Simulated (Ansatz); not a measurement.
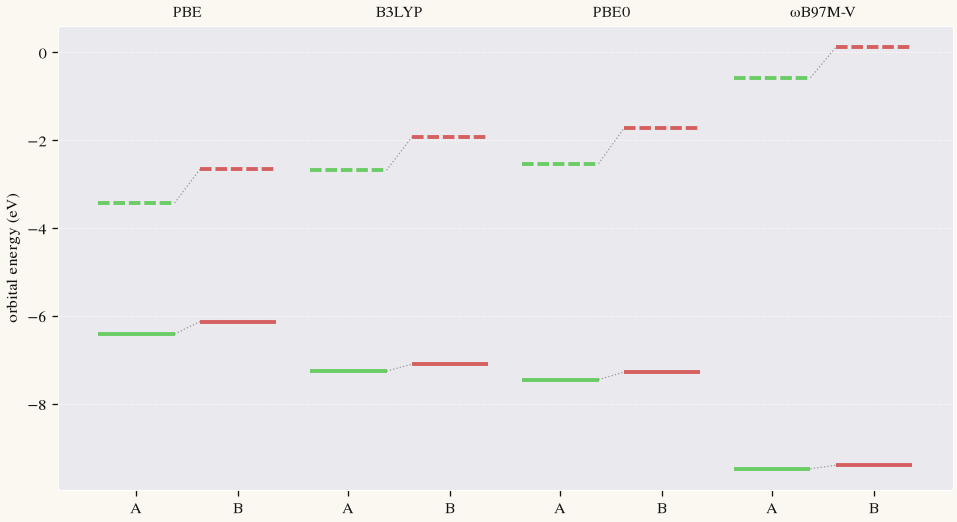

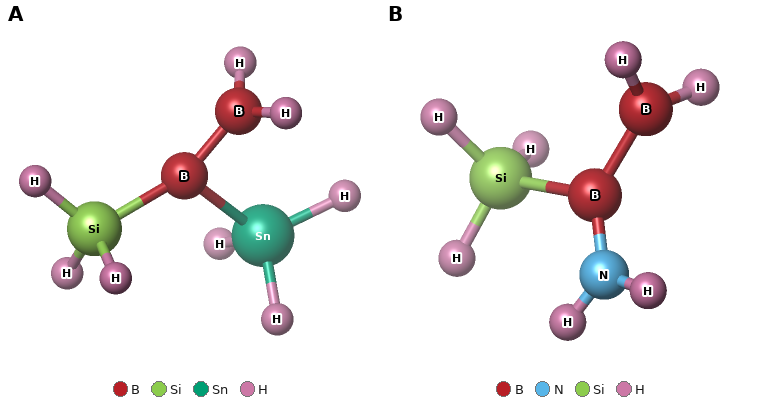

One change: A, B₂SnSiH₈ (SMILES B[B]([SiH3])[SnH3]), becomes B, B₂SiNH₇ (SMILES BB(N)[SiH3]). SnH₃ on B is replaced by NH₂. HOMO (solid) and LUMO (dashed) computed in def2-TZVPP at PBE0-D4/def2-TZVP geometries, both minima by their frequencies, gas phase, the Ansatz code 0.2.0. Empty levels above zero depend strongly on the basis.

Q: What does the change do to HOMO and LUMO?

A: PBE: the HOMO rises by 0.28 eV, the LUMO rises by 0.77 eV, and the separation goes from 2.98 to 3.47 eV. B3LYP: the HOMO rises by 0.16 eV, the LUMO rises by 0.76 eV, and the separation goes from 4.57 to 5.17 eV. PBE0: the HOMO rises by 0.17 eV, the LUMO rises by 0.81 eV, and the separation goes from 4.91 to 5.55 eV. ωB97M-V: the HOMO rises by 0.08 eV, the LUMO rises by 0.69 eV, and the separation goes from 8.90 to 9.51 eV.

Q: Do the functionals agree on the effect?

A: They agree on the direction for both levels; the HOMO shift lies between 0.08 and 0.28 eV and the LUMO shift between 0.69 and 0.81 eV, while the separations themselves differ by up to 6.0 eV between functionals.

Caveats: core potentials past krypton; spin-orbit coupling is left out, and with Sn it can shift these values.
